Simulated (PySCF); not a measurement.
**C₇H₁₃NSi (SMILES CC#C[C@H]1CCN([SiH3])C1): density, localisation and related maps**

```xyz
22

C     3.9894    0.1290   -1.1246
C     2.7495   -0.0140   -0.3913
C     1.7318   -0.1356    0.2301
C     0.4777   -0.2598    0.9481
C    -0.1958    1.1132    1.1666
C    -1.3414    1.1091    0.1553
N    -1.7648   -0.2688    0.1436
Si   -3.3060   -0.8294   -0.3404
C    -0.5628   -1.0659    0.1291
H     3.8375   -0.1339   -2.1715
H     4.7514   -0.5264   -0.7031
H     4.3389    1.1598   -1.0666
H     0.6723   -0.7468    1.9079
H     0.4971    1.9378    1.0090
H    -0.5963    1.1769    2.1781
H    -2.1680    1.7603    0.4383
H    -0.9701    1.4228   -0.8327
H    -3.5115   -0.9331   -1.7967
H    -3.4396   -2.1608    0.2513
H    -4.2523    0.1423    0.2067
H    -0.1863   -1.2083   -0.8950
H    -0.7610   -2.0497    0.5569
```

Geometry: GFN2-xTB.

These are results of PBE0/pcSseg-1, SCF density, gas phase, non-relativistic (PySCF 2.14.0), not measurements.

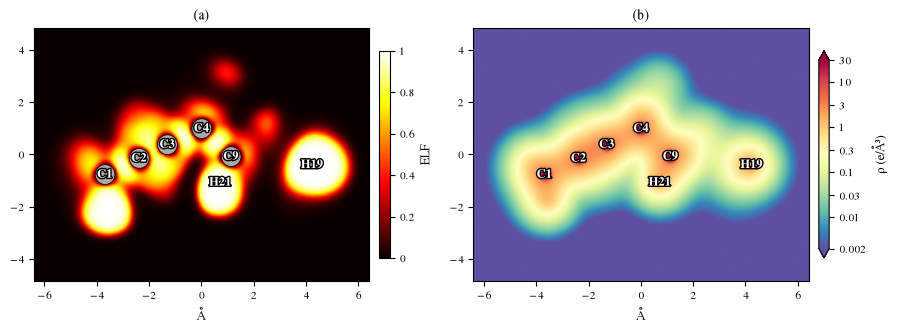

Figure 1. (a) ELF; (b) total electron density on the plane of atoms C3, C4 and C9. Grey discs cover the atomic cores in the ELF map.

Read the bonding off the picture.

- The section cuts through C and H sites.
- C–C (1.20 Å): ρ at the midpoint is about 2.7 e/Å³; the ELF peaks at about 0.85 between the atoms; a multiple bond.
- C–H (1.10 Å): ρ at the midpoint is about 2 e/Å³; the ELF climbs to about 1 towards the hydrogen, as it does in any bond to H (an ordinary covalent bond to hydrogen).

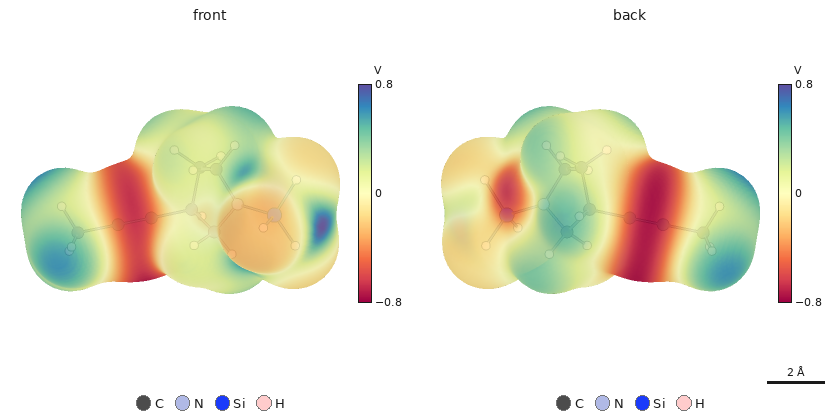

Figure 2. The electrostatic potential painted on the density surface at 0.001 e/bohr³, seen from the front and from behind; the colour scale runs from red (negative) to blue (positive).

Where is the surface potential most negative and most positive?

The most negative region (about −0.8 V, or −18 kcal/mol for a unit charge) lies over C2 and C3, the most positive (about +0.7 V, or +16 kcal/mol for a unit charge) over Si8.
